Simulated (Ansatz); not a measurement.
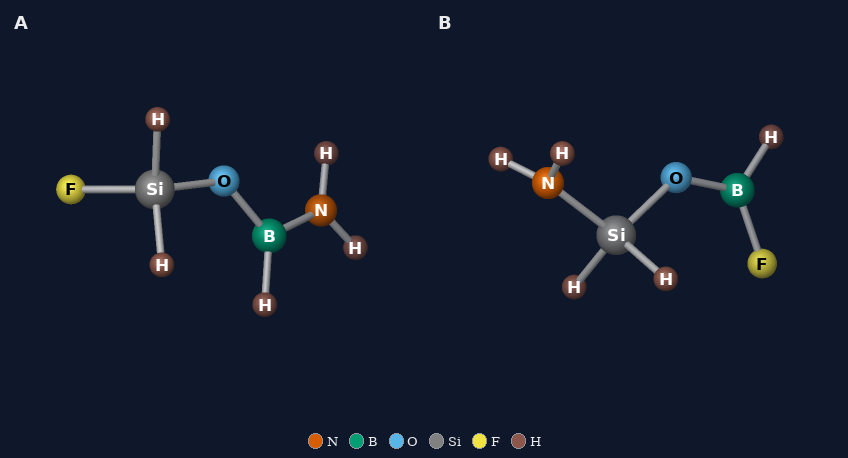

2 stationary structures of one formula. Geometries: PBE0-D4/def2-TZVP. Electronic energies: CCSD(T)/CBS (MP2 limit from def2-TZVPP and def2-QZVPP plus CCSD(T) − MP2) (Ansatz 0.2.0), without zero-point energy. No frequency run is at hand to confirm each as a minimum. Each is one conformer, not always the lowest.

Are they conformers, stereoisomers or constitutional isomers?

They are constitutional isomers of BFH5NOSi: A `NBO[SiH2]F`, B `N[SiH2]OBF`.

Rank them by energy, lowest first.

A is lowest; B lies 13.5 kcal/mol above it.

Give E(B) − E(A) in kcal/mol at these levels too: RHF-CCSD(T) (frozen core)/def2-TZVPP; B2PLYP (frozen core)/def2-TZVPP; RHF-MP2 (frozen core)/def2-QZVPP; CCSD(T)/CBS (MP2 limit from def2-TZVPP and def2-QZVPP plus CCSD(T) − MP2); PBE0-D4/def2-TZVPP; r2SCAN-D4/def2-TZVPP; PBE-D4/def2-TZVPP; B3LYP-D4/def2-TZVPP.

```json
{"level": "RHF-CCSD(T) (frozen core)/def2-TZVPP", "E(B) − E(A) (kcal/mol)": "+13.1"}
{"level": "B2PLYP (frozen core)/def2-TZVPP", "E(B) − E(A) (kcal/mol)": "+13.5"}
{"level": "RHF-MP2 (frozen core)/def2-QZVPP", "E(B) − E(A) (kcal/mol)": "+13.7"}
{"level": "CCSD(T)/CBS (MP2 limit from def2-TZVPP and def2-QZVPP plus CCSD(T) − MP2)", "E(B) − E(A) (kcal/mol)": "+13.5"}
{"level": "PBE0-D4/def2-TZVPP", "E(B) − E(A) (kcal/mol)": "+13.0"}
{"level": "r2SCAN-D4/def2-TZVPP", "E(B) − E(A) (kcal/mol)": "+13.3"}
{"level": "PBE-D4/def2-TZVPP", "E(B) − E(A) (kcal/mol)": "+12.9"}
{"level": "B3LYP-D4/def2-TZVPP", "E(B) − E(A) (kcal/mol)": "+13.2"}
```
